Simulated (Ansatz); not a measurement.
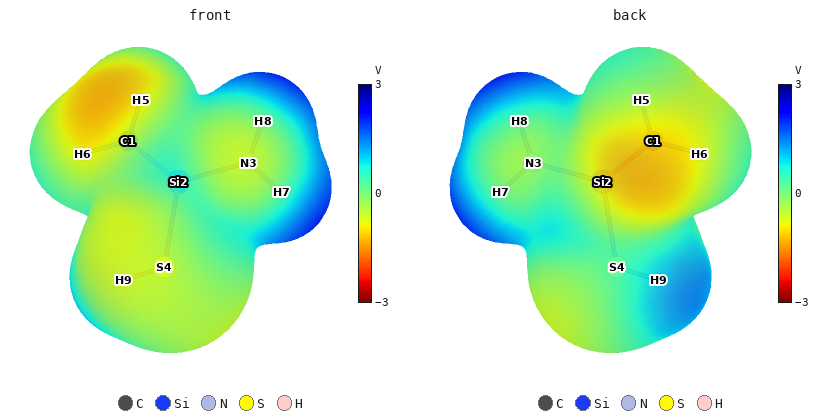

The picture shows: CH₅NSSi. The molecular electrostatic potential painted on the density surface at 0.002 e/bohr³, seen from the front and from behind; red is negative and blue positive.

Method: Ansatz, RKS PBE0-D4/def2-SVP.

```tsv
atom	x (Å)	y (Å)	z (Å)
C	0.2492	1.4706	-0.5559
Si	-0.0236	-0.0505	0.1476
N	0.7645	-1.5136	-0.2138
S	-1.4147	-0.4658	1.6991
H	0.8711	1.5853	-1.4475
H	-0.1658	2.3825	-0.1216
H	0.3117	-2.4148	-0.1301
H	1.6372	-1.5466	-0.7257
H	-2.2296	0.5528	1.3479
```

Question: Where is the surface potential most negative and most positive?

Answer: The most negative region (about −1.4 V) lies over the π face of C1, the most positive (about +2.0 V) over H7 and H8.
